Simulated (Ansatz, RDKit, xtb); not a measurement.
**C4H2FN3: which of the isomers drawn lies lowest?**

Which of a sample of isomers of C4H2FN3 is the most stable in the gas at 298.15 K, and what are its properties? The sample is small against all isomers, and the most stable one of this formula need not be in it.

Plan: many cheap relaxations first (GFN2-xTB), then density-functional screening, relaxation at B3LYP/def2-SVP, vibrations (at GFN2-xTB) and a final energy. The numbers are computed, not measured.

### Step 1. Candidates

Isomers were taken from a list of plausible structures; this is a sample, not all of them. That gives 3 candidates.

| label | SMILES | spin |
| --- | --- | --- |
| c075 | C#Cc1n[nH]nc1F | singlet |
| c156 | C#Cc1[nH]nnc1F | singlet |
| c484 | C#Cc1nn[nH]c1F | singlet |

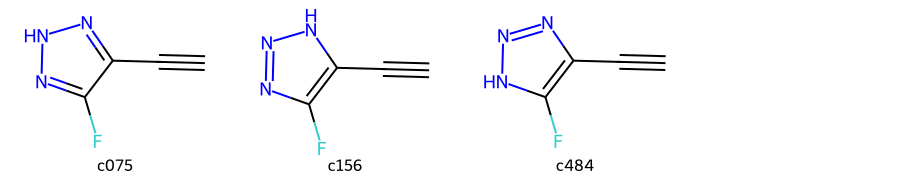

Structural formulas of the candidates.

Candidates are built by distance geometry, with a force field where one applies, in up to four conformers (letters a to d).

### Step 2. Search with GFN2-xTB

All 3 starts are relaxed the same way. One of them, c156a (taken from a list of tautomers, embedded by distance geometry and MMFF94), in full:

Contents of start.xyz:

```xyz
10
c156a
C     -1.506627     0.425529    -4.005274
C     -1.055372     0.364910    -2.862326
C     -0.588883     0.285595    -1.536552
C     -0.560987     1.240598    -0.552236
F     -1.040122     2.479298    -0.648240
N      0.008564    -0.821157    -0.963308
N      0.374224    -0.561523     0.296434
N      0.037967     0.742051     0.604656
H     -1.869682     0.474105    -4.945794
H      0.188541    -1.746044    -1.281540
```

Command:

```sh
$ xtb start.xyz --gfn 2 --opt
```

Log, shortened:

```text
* xtb version 6.7.1
[...]
          :  # basis functions                  34          :
[...]
          :  # electrons                        40          :
[...]
          :  Hamiltonian                  GFN2-xTB          :
[...]
          :  net charge                          0          :
          :  unpaired electrons                  0          :
[...]
   *** convergence criteria satisfied after 12 iterations ***
[...]
   *** GEOMETRY OPTIMIZATION CONVERGED AFTER 9 ITERATIONS ***
[...]
   *** convergence criteria satisfied after 3 iterations ***
[...]
         ::                     SUMMARY                     ::
         :::::::::::::::::::::::::::::::::::::::::::::::::::::
         :: total energy             -22.977756786861 Eh    ::
         :: gradient norm              0.000817138937 Eh/a0 ::
         :: HOMO-LUMO gap              3.480369498327 eV    ::
         ::.................................................::
         :: SCC energy               -23.290049158154 Eh    ::
         :: -> isotropic ES            0.022063255853 Eh    ::
         :: -> anisotropic ES          0.003228657294 Eh    ::
         :: -> anisotropic XC          0.019222203100 Eh    ::
         :: -> dispersion             -0.007108161568 Eh    ::
         :: repulsion energy           0.312292371293 Eh    ::
         :: add. restraining           0.000000000000 Eh    ::
         :: total charge               0.000000000000 e     ::
         :::::::::::::::::::::::::::::::::::::::::::::::::::::
[...]
        20        2.0000           -0.4076590             -11.0930 (HOMO)
        21                         -0.2797578              -7.6126 (LUMO)
[...]
     #   Z          covCN         q      C6AA      α(0)
     1   6 C        1.910    -0.077    33.206     9.306
     2   6 C        1.965    -0.020    31.590     9.077
     3   6 C        2.995     0.042    27.057     8.533
     4   6 C        2.957     0.227    23.244     7.908
     5   9 F        0.785    -0.197    11.206     3.954
     6   7 N        2.985     0.001    21.238     6.845
     7   7 N        2.177    -0.092    23.507     7.195
     8   7 N        2.048    -0.167    25.315     7.463
     9   1 H        0.928     0.100     1.787     2.090
    10   1 H        0.860     0.183     1.195     1.712
[...]
     #   Z sym  total        # sym  WBO       # sym  WBO       # sym  WBO
 ---------------------------------------------------------------------------
     1   6 C    3.971 --     2 C    2.807     9 H    0.968
     2   6 C    3.981 --     1 C    2.807     3 C    1.130
     3   6 C    3.958 --     4 C    1.357     6 N    1.220     2 C    1.130
                             7 N    0.152
     4   6 C    3.884 --     3 C    1.357     8 N    1.355     5 F    0.986
     5   9 F    1.133 --     4 C    0.986
     6   7 N    3.645 --     7 N    1.258     3 C    1.220    10 H    0.935
                             8 N    0.127
     7   7 N    3.011 --     8 N    1.470     6 N    1.258     3 C    0.152
     8   7 N    3.065 --     7 N    1.470     4 C    1.355     6 N    0.127
     9   1 H    0.989 --     1 C    0.968
    10   1 H    0.966 --     6 N    0.935
 ---------------------------------------------------------------------------
[...]
molecular dipole:
                 x           y           z       tot (Debye)
 q only:       -0.013      -1.079      -1.086
   full:       -0.190      -1.184      -1.693       5.273
molecular quadrupole (traceless):
[...]
          | TOTAL ENERGY              -22.977756786861 Eh   |
          | GRADIENT NORM               0.000817138937 Eh/α |
          | HOMO-LUMO GAP               3.480369498327 eV   |
           -------------------------------------------------
[...]
```

Wall time 0.24 s (2 threads of Intel Xeon at 2.50GHz (Skylake/Cascade Lake), shared host).

### Step 3. Distinct minima at GFN2-xTB

3 of the 3 relaxations converged. 3 distinct structures remain:

| label | start | SMILES after | spin | energy (kcal/mol) |
| --- | --- | --- | --- | --- |
| c075a | drawn | C#Cc1n[nH]nc1F | singlet | 0.0 |
| c156a | drawn | C#Cc1[nH]nnc1F | singlet | 1.6 |
| c484a | drawn | C#Cc1nn[nH]c1F | singlet | 4.7 |

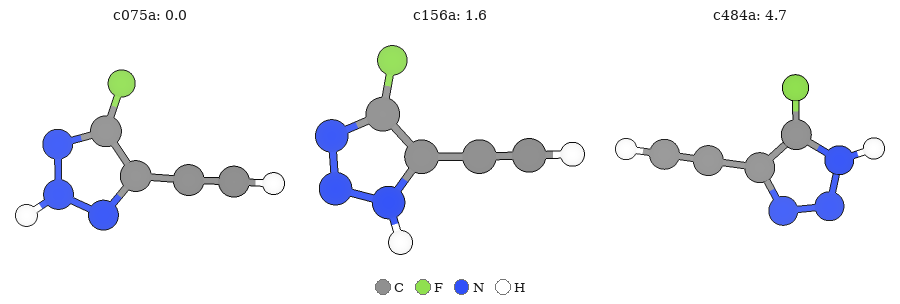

The 3 lowest minima that did not fall apart, with their GFN2-xTB energies in kcal/mol.

### Step 4. Second filter: single points

A choice of the minima (the low ones first, few conformers of a pattern, up to a cap) and the lowest that fell apart get a single point at r2SCAN-D4/def2-SVP on the tight-binding geometry, and one at HF/STO-3G for comparison. Some singlets are also tried as triplets at the same geometry (label ending in t). The first, c075a:

Contents of input.yaml:

```yaml
crystal:
  periodic: [false, false, false]
  atoms:
    - {symbol: C, position_ang: [-0.918957, 0.862430, -4.261972]}
    - {symbol: C, position_ang: [-0.816749, 0.536075, -3.111757]}
    - {symbol: C, position_ang: [-0.670522, 0.203792, -1.755613]}
    - {symbol: C, position_ang: [-0.121250, 0.990079, -0.710629]}
    - {symbol: F, position_ang: [0.374167, 2.210209, -0.788745]}
    - {symbol: N, position_ang: [-1.036814, -0.948852, -1.201542]}
    - {symbol: N, position_ang: [-0.723289, -0.834397, 0.064323]}
    - {symbol: N, position_ang: [-0.170330, 0.307958, 0.416438]}
    - {symbol: H, position_ang: [-1.015747, 1.132943, -5.270542]}
    - {symbol: H, position_ang: [-0.892720, -1.570504, 0.732443]}
basis:
  gaussian:
    orbitals: def2-SVP
hamiltonian:
  xc: {name: r2SCAN}
  dispersion: d4
scf:
  lower_state_search: off
output: {orbitals: {seedname: orbitals}}
```

Command:

```sh
$ ansatz run input.yaml --threads 2 --pin off --max-ram 5220MiB --events-out events.jsonl --progress --plain --runs-dir runs
```

Log, shortened:

```text
Warning: RAYON_NUM_THREADS=2 ignored (pool sized by the plan → 2); use --threads N
Functional definition: r2SCAN
  name "r2SCAN"
[...]
1412 factors; their error is unknown
[...]
mean field -11349.30155215 eV, -417.0791392087 hartree, gradient 2.1e-6 eV, S^2 0.000000; 0 other end points of the search recorded, 0 dependent functions left out
reference -11349.30155934 eV, -417.0791394728 hartree; 28, 28 occupied and 94, 94 virtual orbitals, 1412 factors
Total energy: -11349.36715716 eV, -417.0815501482 hartree
Checks for a lower state left out: stability, starts, cluster_reference, orbital_swaps, neighbouring_geometries, increment
```

Run time: 4.2 s. Hardware: 2 threads of Intel Xeon at 2.50GHz (Skylake/Cascade Lake), shared host; peak memory 0.16 GiB.

Relative energies in kcal/mol, each column from its lowest structure that stays in one piece:

| label | SMILES | spin | GFN2-xTB | HF/STO-3G | r2SCAN-D4/def2-SVP |
| --- | --- | --- | --- | --- | --- |
| c075a | C#Cc1n[nH]nc1F | singlet | 0.0 | 0.0 | 0.0 |
| c156a | C#Cc1[nH]nnc1F | singlet | 1.6 | 2.7 | 3.9 |
| c484a | C#Cc1nn[nH]c1F | singlet | 4.7 | 2.5 | 9.7 |
| c156at | C#Cc1[nH]nnc1F | triplet | – | – | 85.3 |
| c075at | C#Cc1n[nH]nc1F | triplet | – | – | 93.9 |
| c484at | C#Cc1nn[nH]c1F | triplet | – | – | 106.8 |

### Step 5. Refinement at B3LYP/def2-SVP

3 candidates are relaxed at B3LYP/def2-SVP (chosen among the lowest in one piece). The first, c075a:

Contents of input.yaml:

```yaml
crystal:
  periodic: [false, false, false]
  atoms:
    - {symbol: C, position_ang: [-0.918957, 0.862430, -4.261972]}
    - {symbol: C, position_ang: [-0.816749, 0.536075, -3.111757]}
    - {symbol: C, position_ang: [-0.670522, 0.203792, -1.755613]}
    - {symbol: C, position_ang: [-0.121250, 0.990079, -0.710629]}
    - {symbol: F, position_ang: [0.374167, 2.210209, -0.788745]}
    - {symbol: "N", position_ang: [-1.036814, -0.948852, -1.201542]}
    - {symbol: N, position_ang: [-0.723289, -0.834397, 0.064323]}
    - {symbol: "N", position_ang: [-0.170330, 0.307958, 0.416438]}
    - {symbol: H, position_ang: [-1.015747, 1.132943, -5.270542]}
    - {symbol: H, position_ang: [-0.892720, -1.570504, 0.732443]}
basis:
  gaussian:
    orbitals: def2-SVP
hamiltonian:
  xc: {name: B3LYP}
scf:
  lower_state_search: off
relax:
  f_tol: 0.006
```

Command:

```sh
$ ansatz run input.yaml --threads 2 --pin off --max-ram 5220MiB --events-out events.jsonl --progress --plain --runs-dir runs
```

Log, shortened:

```text
Warning: RAYON_NUM_THREADS=2 ignored (pool sized by the plan → 2); use --threads N
[...]
Functional definition: B3LYP
  name "B3LYP"
[...]
1402 factors; integrals over basis functions are off by at most 3.4e-4 eV
[...]
mean field -11355.13574875 eV, -417.2935419792 hartree, gradient 3.2e-6 eV, S^2 0.000000; 0 other end points of the search recorded, 0 dependent functions left out
[...]
reference -11355.13596453 eV, -417.2935499088 hartree; 28, 28 occupied and 94, 94 virtual orbitals, 1402 factors
relax step   1: F+E_penalty+E_count = -11355.13574875 eV  Δ(F+E_penalty+E_count) = +0.000e0 eV  max|allowed force component| = 1.036e0 eV/Å  Δτ_max = 0.0000 Å  (19 SCF iters, accepted)
[...]
relax step   6: F+E_penalty+E_count = -11355.18718500 eV  Δ(F+E_penalty+E_count) = -5.342e-6 eV  max|allowed force component| = 8.304e-3 eV/Å  Δτ_max = 0.0012 Å  (15 SCF iters, accepted)
[...]
Atom 1 at    -0.814092     0.542378    -3.120443 Å, force     0.000095     0.000310    -0.001386 eV/Å
Atom 2 at    -0.666904     0.207282    -1.747773 Å, force     0.000254    -0.000636     0.001378 eV/Å
Atom 3 at    -0.118834     0.986930    -0.693262 Å, force    -0.000269    -0.000184    -0.000049 eV/Å
Atom 4 at     0.374882     2.202095    -0.769035 Å, force     0.000041     0.000104    -0.000167 eV/Å
Atom 5 at    -1.042210    -0.961199    -1.200676 Å, force    -0.000165     0.000348    -0.000219 eV/Å
Atom 6 at    -0.721285    -0.830651     0.068995 Å, force     0.000307     0.000851    -0.001210 eV/Å
Atom 7 at    -0.162518     0.316785     0.438856 Å, force    -0.000321    -0.000565    -0.000033 eV/Å
Atom 8 at    -1.024705     1.137990    -5.317990 Å, force    -0.000101    -0.000155    -0.000006 eV/Å
Atom 9 at    -0.892381    -1.573519     0.738697 Å, force     0.000073     0.000044     0.000339 eV/Å
Dipole moment:    -0.092862    -0.246004     0.048992 e Å
Checks for a lower state left out: stability, starts, cluster_reference, orbital_swaps, neighbouring_geometries, increment
```

Run time: 50 s. Hardware: 2 threads of Intel Xeon at 2.50GHz (Skylake/Cascade Lake), shared host; peak memory 0.28 GiB.

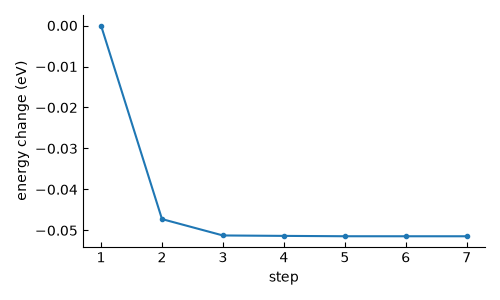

Energy along the run, all evaluated steps.

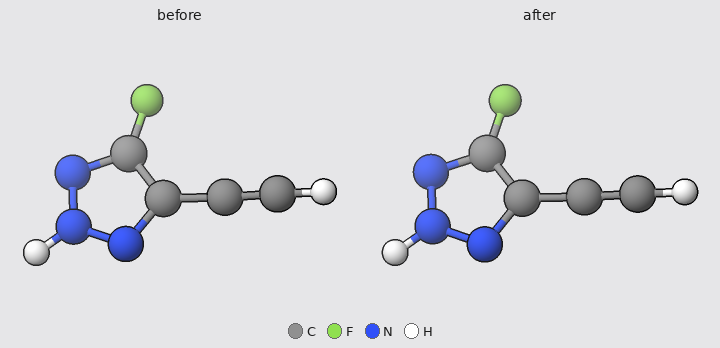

Before and after, at one scale.

After the run. Bond lengths: C1–C2 1.213 Å, C2–C3 1.421 Å, C3–C4 1.421 Å, C4–F5 1.314 Å, C3–N6 1.344 Å, N6–N7 1.316 Å, C4–N8 1.316 Å, N7–N8 1.329 Å, C1–H9 1.074 Å, N7–H10 1.015 Å. Some angles: C1–C2–C3 178.2°, C2–C3–C4 128.9°, C2–C3–N6 124.7°, C4–C3–N6 106.4°, C3–C4–F5 127.5°, C3–C4–N8 110.2°, F5–C4–N8 122.2°, C3–N6–N7 103.8°, N6–N7–N8 117.2°, C4–N8–N7 102.4°.

### Step 6. Ranking at B3LYP/def2-SVP

| label | spin | r2SCAN-D4/def2-SVP (kcal/mol) | B3LYP/def2-SVP, relaxed (kcal/mol) | time |
| --- | --- | --- | --- | --- |
| c075a | singlet | 0.0 | 0.0 | 50 s |
| c156a | singlet | 3.9 | 4.1 | 64 s |
| c484a | singlet | 9.7 | 8.9 | 64 s |

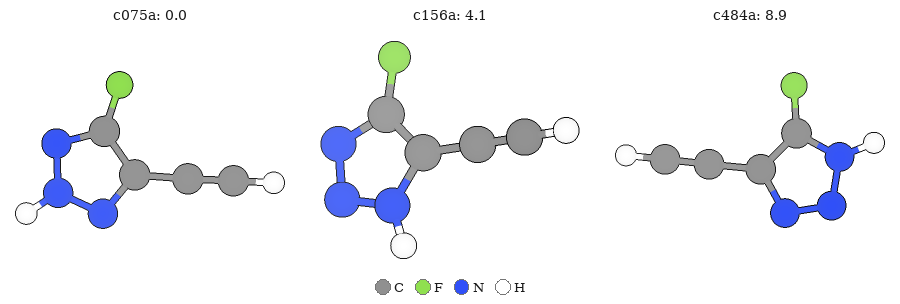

The relaxed structures, with energies at B3LYP/def2-SVP in kcal/mol.

(Part 1 of 2 ends here.)
